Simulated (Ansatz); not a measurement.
## Electronic structure of GaH$_{5}$N$_{2}$O···H$_{2}$ in real space

The calculation's input:

```
crystal:
  periodic: [false, false, false]
  atoms:
    - { symbol: Ga, position_ang: [0.015131, 0.670543, -0.414671] }
    - { symbol: H, position_ang: [-0.03236, -0.127597, 2.24108] }
    - { symbol: "N", position_ang: [1.616302, -0.188659, -0.696284] }
    - { symbol: H, position_ang: [1.685254, -0.737925, -1.557937] }
    - { symbol: H, position_ang: [2.477727, 0.352144, -0.58591] }
    - { symbol: "N", position_ang: [-1.572136, 0.106233, -1.124831] }
    - { symbol: H, position_ang: [-1.699314, -0.877697, -1.372863] }
    - { symbol: H, position_ang: [-2.440531, 0.487622, -0.741624] }
    - { symbol: O, position_ang: [-0.097329, 2.197206, 0.534465] }
    - { symbol: H, position_ang: [0.765396, 2.545629, 0.819318] }
    - { symbol: H, position_ang: [-0.08484, 0.5631, 2.030558] }
basis:
  gaussian: { orbitals: def2-SVP }
hamiltonian:
  xc: pbe
  dispersion: d4
relax:
  f_tol: 0.03
  max_steps: 50
output:
  orbitals: {}
```

Command:

```sh
ansatz run input.yaml --threads 2 --pin off --max-ram 3072MiB --backend cpu --events-out ev --progress --plain --runs-dir out
```

The fields are those of the run's last geometry, not of the input's.

All numbers below come from RKS PBE-D4/def2-SVP (Ansatz).

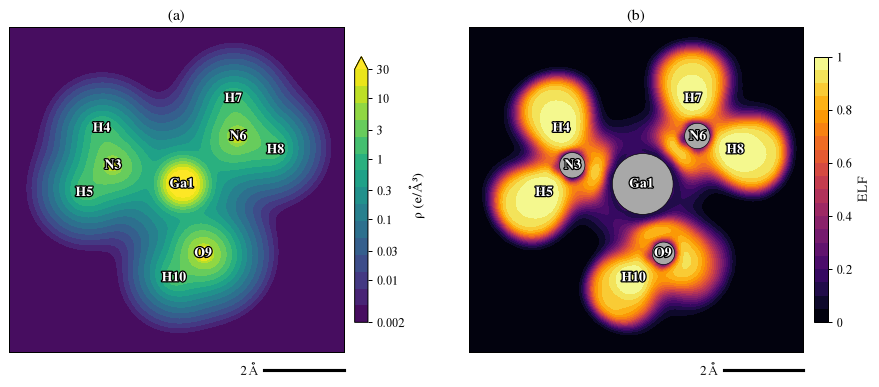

Figure 1. (a) total electron density; (b) electron localisation function on the plane of atoms Ga1, O9 and H10. Grey discs cover the atomic cores in the ELF map.

Interpret the plot.

Answer.
- The section cuts through Ga, N, H and O sites.
- Ga–O (1.82 Å): the density is about 0.82 e/Å³ at the midpoint; the ELF peaks at about 0.85 in the valence shell of O, 0.6 Å from its nucleus, and is about 0.25 at the midpoint.
- Ga–N (1.83 Å): the density is about 0.9 e/Å³ at the midpoint; the ELF peaks at about 0.85 in the valence shell of N, 0.6 Å from its nucleus, and is about 0.35 at the midpoint.
- O–H (0.97 Å): the density is about 3.5 e/Å³ at the midpoint; the ELF climbs to about 1 towards the hydrogen, as it does in any bond to H: a covalent bond by its length.
- N–H (1.02 Å): the density is about 2.7 e/Å³ at the midpoint; the ELF climbs to about 1 towards the hydrogen: a covalent bond by its length.
- The ELF also peaks beside O9, away from the bonds: lone-pair regions.

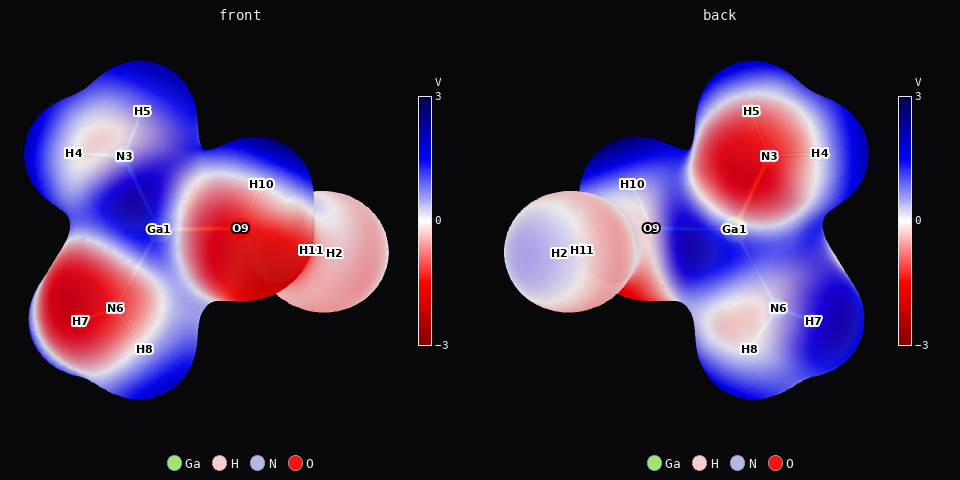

Figure 2. The electrostatic potential painted on the density surface at 0.004 e/bohr³, seen from the front and from behind; red is negative and blue positive.

Where is the surface potential most negative and most positive?

Answer. The most negative region (about −2.0 V) lies over O9, the most positive (about +2.6 V) over H10. O9 is the likeliest acceptor of a hydrogen bond.

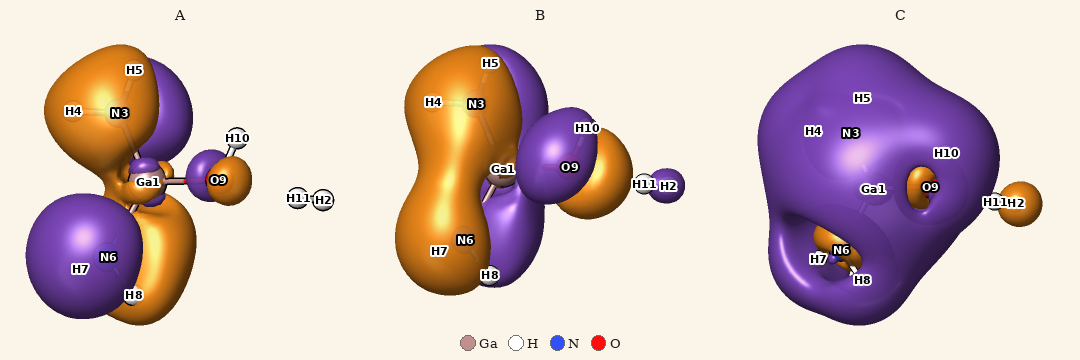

Figure 3. Three frontier orbitals at ±0.05 Å⁻³ᐟ² (orange and purple are the two phases), in no order.

Which picture is the HOMO−1, the HOMO and the LUMO?

Answer. B is the HOMO−1 (−5.83 eV). By Hirshfeld shares it lies mainly on N3 (about 35 %), N6 (about 20 %), O9 (about 20 %) and Ga1 (about 15 %); largely a combination of lone pairs on N3, N6 and O9. A is the HOMO (−5.41 eV). Its weight (Hirshfeld) is mainly on N6 (about 50 %), N3 (about 30 %) and Ga1 (about 10 %); largely a combination of lone pairs on N6 and N3. C is the LUMO (−0.88 eV). It lies mainly on Ga1 (about 40 %), N3 (about 10 %), O9 (about 10 %), N6 (about 10 %) and H10 (about 5 %).

What is the HOMO–LUMO gap?

Answer. 4.53 eV between the orbital energies.

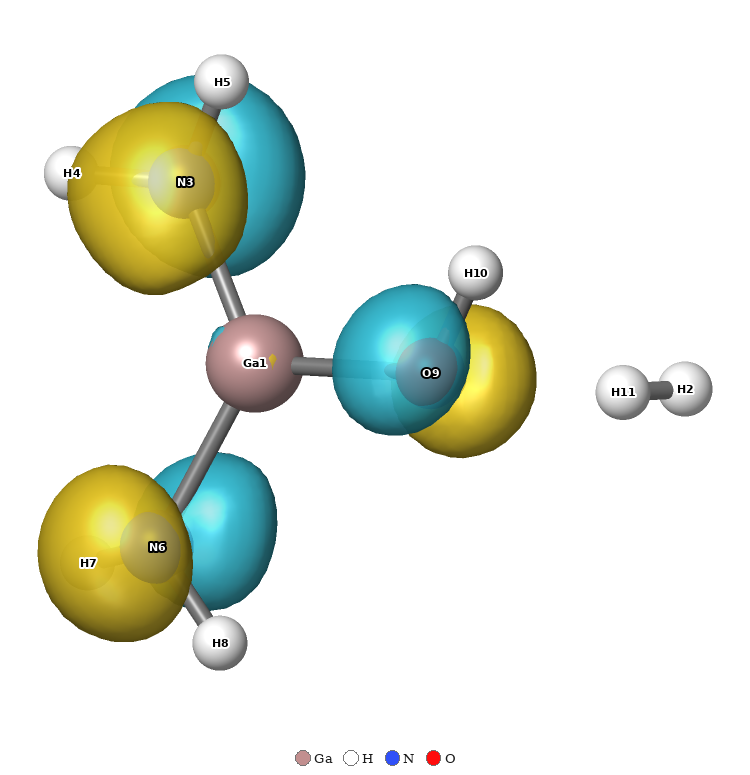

Figure 4. The HOMO−1 at ±0.15 Å⁻³ᐟ² (yellow and cyan are the two phases), seen across its widest extent.

What is the character of this orbital?

Answer. By Hirshfeld shares it lies mainly on N3 (about 35 %), N6 (about 20 %), O9 (about 20 %) and Ga1 (about 15 %); largely a combination of lone pairs on N3, N6 and O9. Its energy is −5.83 eV.
